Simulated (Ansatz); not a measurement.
**C2H4BFO2: an energy map over bond length B1–C2 and bond length C2–H9**

A grid of calculations on C₂H₄BFO₂, SMILES BC(F)OC=O, to see where the energy is lowest and how it rises around there.

Method: RKS PBE0-D4/def2-SVP; program: Ansatz 0.2.0.

### 1 The system as given

SMILES `BC(F)OC=O`, 10 atoms, charge 0, spin multiplicity 1.

Atoms are counted from 1 here; the program's logs count them from 0.

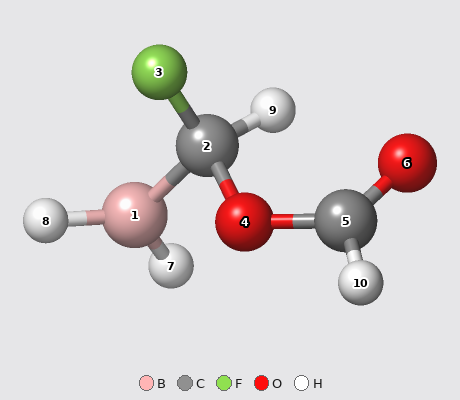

As it starts; boron pink, carbon grey, fluorine green, oxygen red, hydrogen white; atoms are numbered from 1 in the order of the file.

Coordinates:

```xyz
10
C2H4BFO2
B     0.26741   -1.69276    0.19663
C    -0.23375   -0.26063    0.64903
F     0.06388    0.07354    1.94866
O     0.60389    0.53722   -0.22513
C     0.03011    1.61949   -0.83859
O    -1.12159    1.95716   -0.74627
H    -0.19817   -2.17464   -0.81545
H     1.14658   -2.24925    0.81868
H    -1.29561    0.00731    0.45724
H     0.82026    2.13138   -1.44190
```

This geometry comes from a loose relaxation at PBE in a small basis, which is not shown.

### 2 The minimum at this level

input.yaml

```yaml
crystal:
  periodic: [false, false, false]
  atoms:
    - { symbol: B, position_ang: [0.267409, -1.692761, 0.196631] }
    - { symbol: C, position_ang: [-0.233749, -0.260632, 0.649029] }
    - { symbol: F, position_ang: [0.063876, 0.073541, 1.94866] }
    - { symbol: O, position_ang: [0.603893, 0.537217, -0.225126] }
    - { symbol: C, position_ang: [0.030109, 1.619486, -0.838585] }
    - { symbol: O, position_ang: [-1.121594, 1.957157, -0.746273] }
    - { symbol: H, position_ang: [-0.198172, -2.174645, -0.815454] }
    - { symbol: H, position_ang: [1.14658, -2.249252, 0.81868] }
    - { symbol: H, position_ang: [-1.295608, 0.007306, 0.457238] }
    - { symbol: H, position_ang: [0.820257, 2.131384, -1.441899] }
basis:
  gaussian: { orbitals: def2-SVP }
hamiltonian:
  xc: pbe0
  dispersion: d4
output:
  forces: true
relax:
  f_tol: 0.003
  max_steps: 120
```

Started as:

```sh
$ ansatz run input.yaml --threads 1 --pin off --max-ram 2560MiB --backend cpu --events-out ev --progress --plain --runs-dir out
```

Standard output, shortened:

```text
Warning: RAYON_NUM_THREADS=1 ignored (pool sized by the plan → 1); use --threads N
[...]
Functional definition: PBE0
[...]
1137 factors; integrals over basis functions are off by at most 3.3e-4 eV
[...]
mean field -9607.49358854 eV, -353.0688771860 hartree, gradient 1.2e-5 eV, S^2 0.000000; 0 other end points of the search recorded, 0 dependent functions left out
[...]
reference -9607.49361191 eV, -353.0688780447 hartree; 23, 23 occupied and 81, 81 virtual orbitals, 1137 factors
relax step   1: F+E_penalty+E_count = -9607.63681552 eV  Δ(F+E_penalty+E_count) = +0.000e0 eV  max|allowed force component| = 1.292e0 eV/Å  Δτ_max = 0.0000 Å  (28 SCF iters, accepted)
[...]
relax step   9: F+E_penalty+E_count = -9607.67815696 eV  Δ(F+E_penalty+E_count) = -5.218e-5 eV  max|allowed force component| = 8.599e-2 eV/Å  Δτ_max = 0.0213 Å  (25 SCF iters, accepted)
[...]
relax step  17: F+E_penalty+E_count = -9607.68435304 eV  Δ(F+E_penalty+E_count) = +1.699e-4 eV  max|allowed force component| = 2.605e-1 eV/Å  Δτ_max = 0.1228 Å  (30 SCF iters, rejected (line search))
[...]
relax step  25: F+E_penalty+E_count = -9607.69378976 eV  Δ(F+E_penalty+E_count) = -5.926e-4 eV  max|allowed force component| = 1.364e-2 eV/Å  Δτ_max = 0.0133 Å  (26 SCF iters, accepted)
[...]
relax step  33: F+E_penalty+E_count = -9607.69403539 eV  Δ(F+E_penalty+E_count) = -2.079e-6 eV  max|allowed force component| = 6.423e-3 eV/Å  Δτ_max = 0.0010 Å  (21 SCF iters, accepted)
[...]
relax step  34: F+E_penalty+E_count = -9607.69403683 eV  Δ(F+E_penalty+E_count) = -1.435e-6 eV  max|allowed force component| = 2.001e-3 eV/Å  Δτ_max = 0.0015 Å  (21 SCF iters, accepted)
1137 factors; integrals over basis functions are off by at most 4.2e-4 eV
mean field -9607.55110204 eV, -353.0709907680 hartree, gradient 5.3e-5 eV, S^2 0.000000; 1 other end points of the search recorded, 0 dependent functions left out
[...]
reference -9607.55112487 eV, -353.0709916070 hartree; 23, 23 occupied and 81, 81 virtual orbitals, 1137 factors
Total energy: -9607.69405966 eV, -353.0762443634 hartree
Atom 0 at     0.277704    -1.766028     0.251330 Å, force     0.000286    -0.000002     0.000258 eV/Å
Atom 1 at    -0.031952    -0.247743     0.506551 Å, force     0.000600    -0.000002    -0.000572 eV/Å
Atom 2 at     0.309995     0.203325     1.747932 Å, force     0.000039     0.000164     0.000468 eV/Å
Atom 3 at     0.599070     0.578645    -0.447888 Å, force     0.000240    -0.000603     0.000923 eV/Å
Atom 4 at    -0.053193     1.699481    -0.807147 Å, force    -0.000914    -0.000590    -0.002001 eV/Å
Atom 5 at    -1.146174     2.011638    -0.446597 Å, force     0.000322     0.000235     0.000653 eV/Å
Atom 6 at     0.242337    -2.173699    -0.881490 Å, force    -0.000215    -0.000039    -0.000168 eV/Å
Atom 7 at     0.434970    -2.510816     1.183878 Å, force    -0.000158     0.000149    -0.000067 eV/Å
Atom 8 at    -1.133894    -0.122392     0.403564 Å, force    -0.000321     0.000085    -0.000145 eV/Å
Atom 9 at     0.584138     2.276390    -1.507233 Å, force     0.000121     0.000602     0.000651 eV/Å
Dipole moment:     0.147345    -0.247936    -0.285035 e Å
```

It took 2.4 min on 1 thread of Arm Neoverse V2, shared host; peak memory 0.22 GiB.

Step by step: (not every step is listed) (the energy doesn't fall at every step)

| step | energy from step 1 (eV) | largest force component (eV/Å) |
| --- | --- | --- |
| 1 | 0.0000 | 1.2921 |
| 2 | -0.0325 | 0.3982 |
| 3 | -0.0214 | 0.5643 |
| 4 | -0.0385 | 0.2037 |
| 5 | -0.0393 | 0.0993 |
| 6 | -0.0401 | 0.0419 |
| 7 | -0.0404 | 0.1247 |
| 8 | -0.0413 | 0.0606 |
| 9 | -0.0413 | 0.0860 |
| 11 | -0.0425 | 0.1523 |
| 13 | -0.0438 | 0.1327 |
| 15 | -0.0461 | 0.0823 |
| 17 | -0.0475 | 0.2605 |
| 19 | -0.0525 | 0.0767 |
| 21 | -0.0539 | 0.1947 |
| 23 | -0.0564 | 0.0789 |
| 25 | -0.0570 | 0.0136 |
| 27 | -0.0570 | 0.0374 |
| 29 | -0.0572 | 0.0144 |
| 30 | -0.0572 | 0.0123 |
| 31 | -0.0572 | 0.0058 |
| 32 | -0.0572 | 0.0074 |
| 33 | -0.0572 | 0.0064 |
| 34 | -0.0572 | 0.0020 |

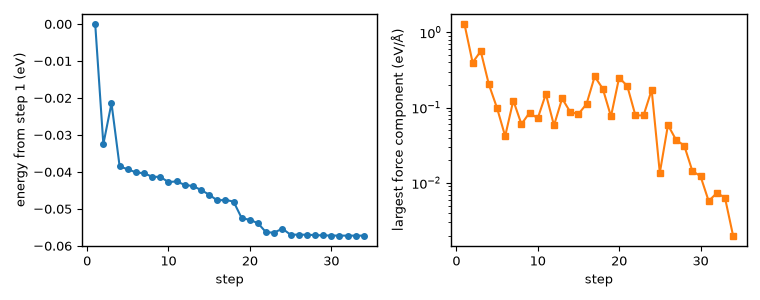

Energy and force, step by step.

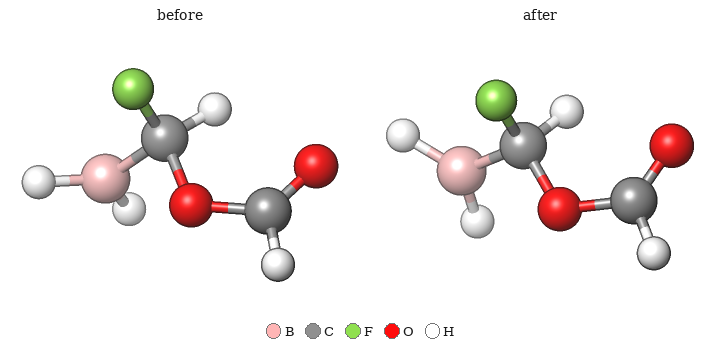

The geometry before (left) and after (right).

Distances of close pairs at the start and the end, largest changes first:

| bond | before (Å) | after (Å) | change (Å) |
| --- | --- | --- | --- |
| C2–O4 | 1.450 | 1.411 | -0.039 |
| O4–C5 | 1.370 | 1.346 | -0.024 |
| B1–C2 | 1.583 | 1.570 | -0.013 |
| C5–O6 | 1.204 | 1.192 | -0.011 |
| C2–F3 | 1.375 | 1.364 | -0.010 |
| C5–H10 | 1.118 | 1.109 | -0.010 |
| B1–H7 | 1.214 | 1.204 | -0.009 |
| B1–H8 | 1.212 | 1.204 | -0.008 |

### 3 The grid

The axes are (1) bond length B1–C2: 9 values from 1.351 to 2.199 Å; (2) bond length C2–H9: 9 values from 0.980 to 1.392 Å.

Nothing else is relaxed (all other coordinates rigid). Energies count from the relaxed molecule at the same level. Points are written as (first, second).

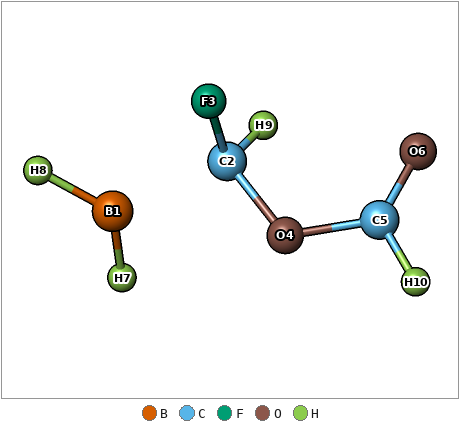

The geometry at (1.987 Å, 0.980 Å).

Below, 3 of the grid's runs; all are launched alike.

### 4 Grid point (1.563 Å, 1.135 Å)

input.yaml

```yaml
crystal:
  periodic: [false, false, false]
  atoms:
    - { symbol: B, position_ang: [0.277704, -1.766028, 0.25133] }
    - { symbol: C, position_ang: [-0.030489, -0.254915, 0.505346] }
    - { symbol: F, position_ang: [0.311458, 0.196152, 1.746727] }
    - { symbol: O, position_ang: [0.600533, 0.571472, -0.449094] }
    - { symbol: C, position_ang: [-0.05173, 1.692308, -0.808353] }
    - { symbol: O, position_ang: [-1.144712, 2.004466, -0.447802] }
    - { symbol: H, position_ang: [0.242337, -2.173699, -0.88149] }
    - { symbol: H, position_ang: [0.43497, -2.510816, 1.183878] }
    - { symbol: H, position_ang: [-1.153385, -0.127181, 0.4004] }
    - { symbol: H, position_ang: [0.585601, 2.269217, -1.508439] }
basis:
  gaussian: { orbitals: def2-SVP }
hamiltonian:
  xc: pbe0
  dispersion: d4
output:
  forces: true
```

Started as:

```sh
$ ansatz run input.yaml --threads 1 --pin off --max-ram 2560MiB --backend cpu --events-out ev --progress --plain --runs-dir out
```

Standard output, shortened:

```text
Warning: RAYON_NUM_THREADS=1 ignored (pool sized by the plan → 1); use --threads N
[...]
[... 1 set-up line as earlier in the session ...]
[...]
1029 factors; integrals over basis functions are off by at most 1.2e-3 eV
[...]
mean field -9607.54377408 eV, -353.0707214702 hartree, gradient 2.4e-5 eV, S^2 0.000000; 0 other end points of the search recorded, 0 dependent functions left out
[...]
reference -9607.54379728 eV, -353.0707223230 hartree; 23, 23 occupied and 81, 81 virtual orbitals, 1029 factors
Total energy: -9607.68689462 eV, -353.0759810533 hartree
Atom 0 at     0.277704    -1.766028     0.251330 Å, force     0.000154    -0.160321    -0.029735 eV/Å
Atom 1 at    -0.030489    -0.254915     0.505346 Å, force    -0.548347     0.216648    -0.013583 eV/Å
Atom 2 at     0.311458     0.196152     1.746727 Å, force    -0.019172     0.011974    -0.017256 eV/Å
Atom 3 at     0.600533     0.571472    -0.449094 Å, force    -0.031307     0.001412     0.018099 eV/Å
Atom 4 at    -0.051730     1.692308    -0.808353 Å, force    -0.002702     0.011512    -0.005825 eV/Å
Atom 5 at    -1.144712     2.004466    -0.447802 Å, force     0.003722     0.001035    -0.002202 eV/Å
Atom 6 at     0.242337    -2.173699    -0.881490 Å, force     0.002252    -0.002941     0.000774 eV/Å
Atom 7 at     0.434970    -2.510816     1.183878 Å, force    -0.000362    -0.002587    -0.002029 eV/Å
Atom 8 at    -1.153385    -0.127181     0.400400 Å, force     0.596670    -0.077009     0.050722 eV/Å
Atom 9 at     0.585601     2.269217    -1.508439 Å, force    -0.000906     0.000277     0.001037 eV/Å
Dipole moment:     0.147040    -0.240811    -0.285089 e Å
```

Wall time 3.5 s (1 thread of Arm Neoverse V2, shared host); peak memory 0.19 GiB.

Energy on the map's scale: 0.007 eV.

### 5 Point (1.987 Å, 0.980 Å)

input.yaml

```yaml
crystal:
  periodic: [false, false, false]
  atoms:
    - { symbol: B, position_ang: [0.277704, -1.766028, 0.25133] }
    - { symbol: C, position_ang: [-0.114094, 0.155009, 0.574253] }
    - { symbol: F, position_ang: [0.227853, 0.606077, 1.815634] }
    - { symbol: O, position_ang: [0.516929, 0.981397, -0.380186] }
    - { symbol: C, position_ang: [-0.135335, 2.102233, -0.739445] }
    - { symbol: O, position_ang: [-1.228316, 2.41439, -0.378895] }
    - { symbol: H, position_ang: [0.242337, -2.173699, -0.88149] }
    - { symbol: H, position_ang: [0.43497, -2.510816, 1.183878] }
    - { symbol: H, position_ang: [-1.083642, 0.2653, 0.48364] }
    - { symbol: H, position_ang: [0.501997, 2.679142, -1.439532] }
basis:
  gaussian: { orbitals: def2-SVP }
hamiltonian:
  xc: pbe0
  dispersion: d4
output:
  forces: true
```

Started as:

```sh
$ ansatz run input.yaml --threads 1 --pin off --max-ram 2560MiB --backend cpu --events-out ev --progress --plain --runs-dir out
```

Standard output, shortened:

```text
Warning: RAYON_NUM_THREADS=1 ignored (pool sized by the plan → 1); use --threads N
[...]
[... 1 set-up line as earlier in the session ...]
[...]
1030 factors; integrals over basis functions are off by at most 1.0e-3 eV
[...]
mean field -9606.08011240 eV, -353.0169328958 hartree, gradient 1.9e-5 eV, S^2 0.000000; 0 other end points of the search recorded, 0 dependent functions left out
[...]
reference -9606.08013623 eV, -353.0169337716 hartree; 23, 23 occupied and 81, 81 virtual orbitals, 1030 factors
Total energy: -9606.22278375 eV, -353.0221759713 hartree
Atom 0 at     0.277704    -1.766028     0.251330 Å, force    -0.566852     3.412064     0.597842 eV/Å
Atom 1 at    -0.114094     0.155009     0.574253 Å, force     6.046969    -3.338494     0.056588 eV/Å
Atom 2 at     0.227853     0.606077     1.815634 Å, force     0.144121    -0.481232    -0.338622 eV/Å
Atom 3 at     0.516929     0.981397    -0.380186 Å, force     0.265770    -0.446730     0.111811 eV/Å
Atom 4 at    -0.135335     2.102233    -0.739445 Å, force    -0.059752    -0.116726     0.041483 eV/Å
Atom 5 at    -1.228316     2.414390    -0.378895 Å, force    -0.033995     0.057331     0.000580 eV/Å
Atom 6 at     0.242337    -2.173699    -0.881490 Å, force    -0.003242     0.207976    -0.065218 eV/Å
Atom 7 at     0.434970    -2.510816     1.183878 Å, force     0.027772     0.188344     0.132127 eV/Å
Atom 8 at    -1.083642     0.265300     0.483640 Å, force    -5.834373     0.517516    -0.527221 eV/Å
Atom 9 at     0.501997     2.679142    -1.439532 Å, force     0.013582    -0.000048    -0.009370 eV/Å
Dipole moment:     0.174005    -0.405725    -0.288029 e Å
```

Run time: 3.5 s. Hardware: 1 thread of Arm Neoverse V2, shared host; peak memory 0.19 GiB.

Energy on the map's scale: 1.47 eV.

### 6 Grid point (1.987 Å, 1.289 Å)

input.yaml: that of step 5 with these lines changed.

```diff
@@ -11,3 +11,3 @@
     - { symbol: H, position_ang: [0.43497, -2.510816, 1.183878] }
-    - { symbol: H, position_ang: [-1.083642, 0.2653, 0.48364] }
+    - { symbol: H, position_ang: [-1.389347, 0.300075, 0.455069] }
     - { symbol: H, position_ang: [0.501997, 2.679142, -1.439532] }
```

Started as:

```sh
$ ansatz run input.yaml --threads 1 --pin off --max-ram 2560MiB --backend cpu --events-out ev --progress --plain --runs-dir out
```

Standard output, shortened:

```text
Warning: RAYON_NUM_THREADS=1 ignored (pool sized by the plan → 1); use --threads N
[...]
[... 1 set-up line as earlier in the session ...]
[...]
1031 factors; integrals over basis functions are off by at most 1.2e-3 eV
[...]
mean field -9605.99975580 eV, -353.0139798452 hartree, gradient 2.1e-5 eV, S^2 0.000000; 0 other end points of the search recorded, 0 dependent functions left out
[...]
reference -9605.99977993 eV, -353.0139807318 hartree; 23, 23 occupied and 81, 81 virtual orbitals, 1031 factors
Total energy: -9606.14248445 eV, -353.0192250263 hartree
Atom 0 at     0.277704    -1.766028     0.251330 Å, force    -0.643525     3.528104     0.609808 eV/Å
Atom 1 at    -0.114094     0.155009     0.574253 Å, force    -2.632827    -2.568892    -0.660216 eV/Å
Atom 2 at     0.227853     0.606077     1.815634 Å, force    -0.076659    -0.497439    -0.665288 eV/Å
Atom 3 at     0.516929     0.981397    -0.380186 Å, force    -0.103771    -0.610762     0.383728 eV/Å
Atom 4 at    -0.135335     2.102233    -0.739445 Å, force    -0.159687     0.049835     0.010131 eV/Å
Atom 5 at    -1.228316     2.414390    -0.378895 Å, force     0.042579     0.132377    -0.072357 eV/Å
Atom 6 at     0.242337    -2.173699    -0.881490 Å, force    -0.013997     0.229869    -0.067352 eV/Å
Atom 7 at     0.434970    -2.510816     1.183878 Å, force     0.006964     0.203230     0.144573 eV/Å
Atom 8 at    -1.389347     0.300075     0.455069 Å, force     3.572900    -0.459610     0.328399 eV/Å
Atom 9 at     0.501997     2.679142    -1.439532 Å, force     0.008023    -0.006713    -0.011426 eV/Å
Dipole moment:     0.192719    -0.377922    -0.290787 e Å
```

Run time: 3.6 s. Hardware: 1 thread of Arm Neoverse V2, shared host; peak memory 0.19 GiB.

That is 1.55 eV from the zero.

### 7 All points together

81 points were computed. Energies in eV, from the relaxed molecule at the same level:

```tsv
bond length C2–H9 (Å) ↓, bond length B1–C2 (Å) →	1.351	1.457	1.563	1.669	1.775	1.881	1.987	2.093	2.199
1.392	1.54	0.88	0.72	0.85	1.14	1.53	1.96	2.40	2.84
1.341	1.35	0.69	0.52	0.65	0.94	1.32	1.75	2.19	2.62
1.289	1.18	0.51	0.34	0.46	0.75	1.13	1.55	1.99	2.42
1.238	1.04	0.37	0.19	0.30	0.59	0.96	1.38	1.81	2.24
1.186	0.93	0.25	0.07	0.18	0.46	0.83	1.25	1.67	2.10
1.135	0.88	0.20	0.01	0.11	0.39	0.75	1.17	1.59	2.02
1.083	0.90	0.21	0.02	0.12	0.39	0.75	1.16	1.58	2.00
1.032	1.02	0.32	0.12	0.22	0.48	0.84	1.25	1.67	2.09
0.980	1.27	0.57	0.36	0.45	0.71	1.07	1.47	1.89	2.31
```

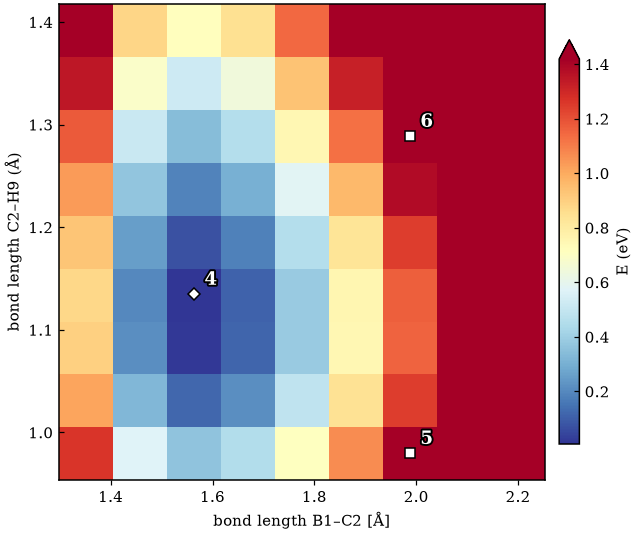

The map; numbers mark the steps of this session that print a point's run. Drawn: one coloured cell a grid point, one colour for all values above the top of the scale.

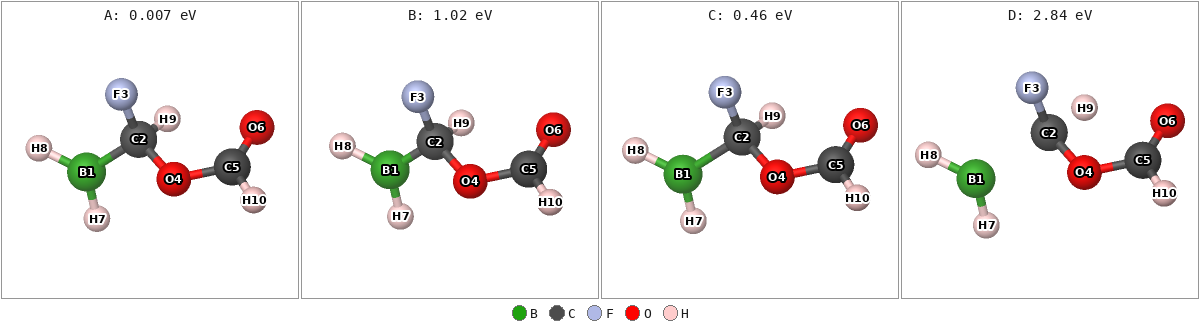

Structures on the grid, at one scale: A at (1.563 Å, 1.135 Å); B at (1.351 Å, 1.032 Å); C at (1.775 Å, 1.186 Å); D at (2.199 Å, 1.392 Å).

On the same grid, dipole moment (D):

| bond length C2–H9 (Å) ↓, bond length B1–C2 (Å) → | 1.351 | 1.457 | 1.563 | 1.669 | 1.775 | 1.881 | 1.987 | 2.093 | 2.199 |
| --- | --- | --- | --- | --- | --- | --- | --- | --- | --- |
| 1.392 | 1.56 | 1.67 | 1.82 | 1.98 | 2.15 | 2.32 | 2.46 | 2.59 | 2.70 |
| 1.341 | 1.57 | 1.69 | 1.84 | 2.00 | 2.16 | 2.32 | 2.47 | 2.59 | 2.70 |
| 1.289 | 1.59 | 1.71 | 1.86 | 2.02 | 2.18 | 2.33 | 2.47 | 2.59 | 2.69 |
| 1.238 | 1.61 | 1.73 | 1.88 | 2.04 | 2.19 | 2.34 | 2.48 | 2.59 | 2.69 |
| 1.186 | 1.63 | 1.76 | 1.90 | 2.06 | 2.21 | 2.35 | 2.48 | 2.60 | 2.70 |
| 1.135 | 1.65 | 1.78 | 1.93 | 2.08 | 2.23 | 2.37 | 2.49 | 2.60 | 2.70 |
| 1.083 | 1.68 | 1.81 | 1.95 | 2.10 | 2.25 | 2.38 | 2.51 | 2.61 | 2.71 |
| 1.032 | 1.71 | 1.84 | 1.98 | 2.12 | 2.27 | 2.40 | 2.52 | 2.62 | 2.71 |
| 0.980 | 1.74 | 1.87 | 2.01 | 2.15 | 2.29 | 2.42 | 2.53 | 2.64 | 2.73 |

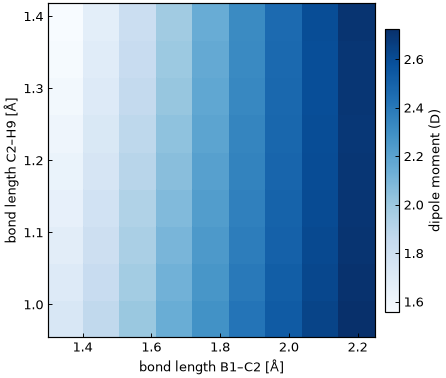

The dipole moment over the grid. The picture shows one coloured cell a grid point.

### 8 Results

| quantity | value |
| --- | --- |
| lowest point | (1.563 Å, 1.135 Å), 0.007 eV |
| highest computed point | (2.199 Å, 1.392 Å), 2.83 eV above the lowest |
| dipole moment (D) | 1.56 at (1.351 Å, 1.392 Å) to 2.73 at (2.199 Å, 0.980 Å); 1.93 at the lowest point |
| time for the whole task | 8.1 min on 1 thread, shared host |

What this shows: The lowest computed point is at (1.563 Å, 1.135 Å), 0.007 eV from the relaxed molecule at the same level. No other kind of well shows on this grid. The highest computed point, (2.199 Å, 1.392 Å), lies 2.83 eV above the lowest. Round the minimum the two coordinates are nearly uncoupled.
